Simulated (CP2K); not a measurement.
Band structure of CdSe (F-43m, 2 atoms in the cell).

```
CELL_PARAMETERS angstrom
      4.37762     0.00000     0.00000
      2.18881     3.79113     0.00000
      2.18881     1.26371     3.57431
ATOMIC_POSITIONS crystal
  Cd 0.00000 0.00000 0.00000
  Se 0.75000 0.75000 0.75000
```

Level of theory: PBE, GPW, DZVP-MOLOPT-SR-GTH basis, GTH-PBE potentials (GTH_POTENTIALS) (CP2K).

Settings: CUTOFF = 500 Ry; REL_CUTOFF = 50 Ry; KPOINTS/SCHEME = MONKHORST-PACK 6 6 6; GAMMA_CENTERED = T; XC_FUNCTIONAL = PBE; Cd/BASIS_SET = DZVP-MOLOPT-SR-GTH; Cd/POTENTIAL = GTH-PBE-q12; Se/BASIS_SET = DZVP-MOLOPT-SR-GTH; Se/POTENTIAL = GTH-PBE-q6; METHOD = GPW; EPS_DEFAULT = 1e-11; EXTRAPOLATION = USE_GUESS; NGRIDS = 5; SCF_GUESS = ATOMIC.

The starting cell comes from a database of computed structures (which also holds hypothetical and non-ambient phases and stackings), without a prior relaxation at this level. Its lattice was rescaled by a random factor within 2.5 % of one. Values carry the incompleteness of an atom-centred basis.

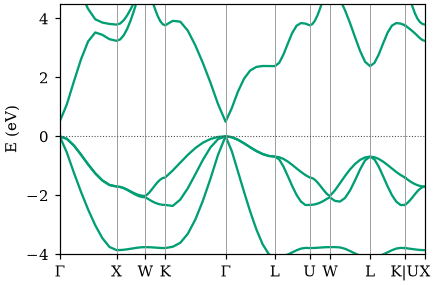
Bands along the path, energies from the top of the valence band on the SCF mesh.

Problem. Read off roughly the gap and where its edges lie.

Solution. The gap along the path is about 0.5 eV (computed: 0.50 eV), direct at Γ to within 0.01 eV.

Levels in eV from the top of the valence band on the SCF mesh, bands 6 to 10:
| point | 6 | 7 | 8 | 9 | 10 |
|---|---|---|---|---|---|
| Γ | -7.48 | 0.00 | 0.00 | 0.00 | 0.50 |
| X | -7.16 | -3.87 | -1.71 | -1.71 | 3.24 |
| W | -7.06 | -3.76 | -2.07 | -2.03 | 5.04 |
| K | -7.09 | -3.79 | -2.33 | -1.40 | 3.77 |
| L | -7.22 | -4.12 | -0.69 | -0.69 | 2.38 |
| U | -7.09 | -3.79 | -2.33 | -1.40 | 3.77 |

Higher empty bands are left out: an atom-centred basis made for the valence describes them poorly.
